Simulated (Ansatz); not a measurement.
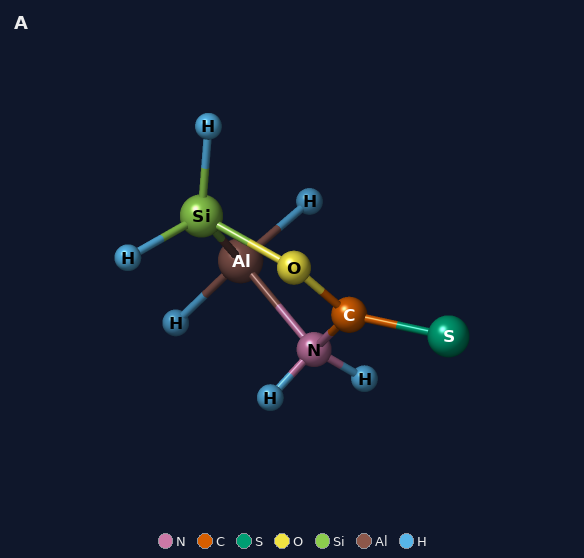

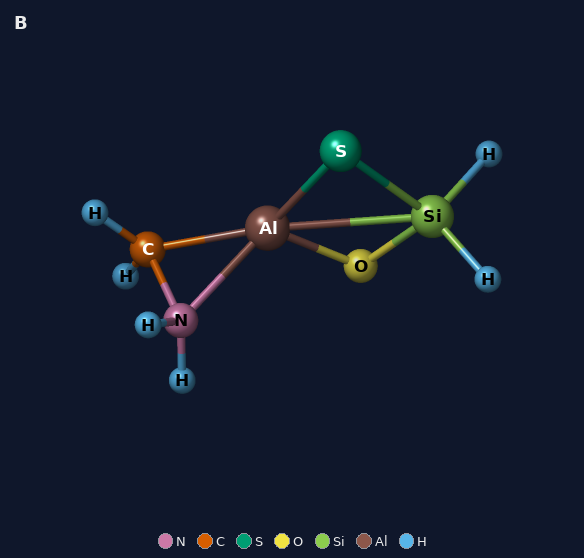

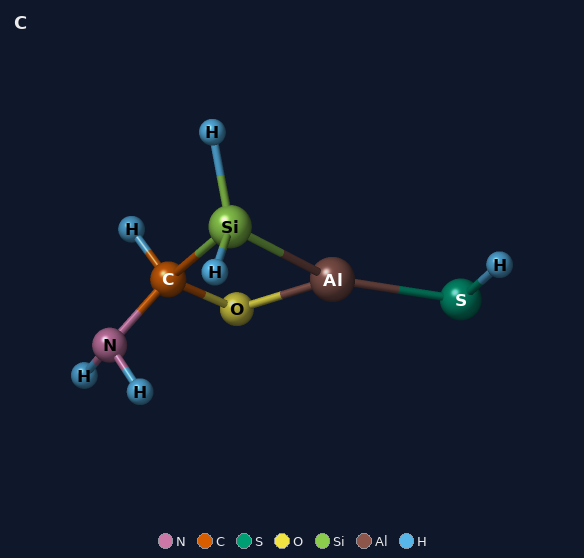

3 stationary structures of one formula. Geometries: PBE-D4/def2-SVP. Electronic energies: PBE-D4/def2-SVP (Ansatz 0.2.0), without zero-point energy. No frequency run is at hand to confirm each as a minimum. Each is one conformer, not always the lowest.

**Which is lowest in energy, and by how much?**

B is lowest; C lies 225.0 kJ/mol above it, A lies 287.7 kJ/mol above it.
